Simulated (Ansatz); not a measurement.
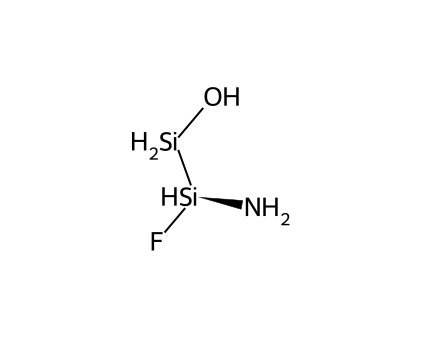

The picture comes from a calculation with Ansatz.

Skeletal drawing of a molecule.

### Give its SMILES.

N[Si@@H](F)[SiH2]O

### What is the molecular formula?

FH6NOSi2.

### An optimisation with PBE-D4/def2-SVP gave a structure of which point group?

C1.
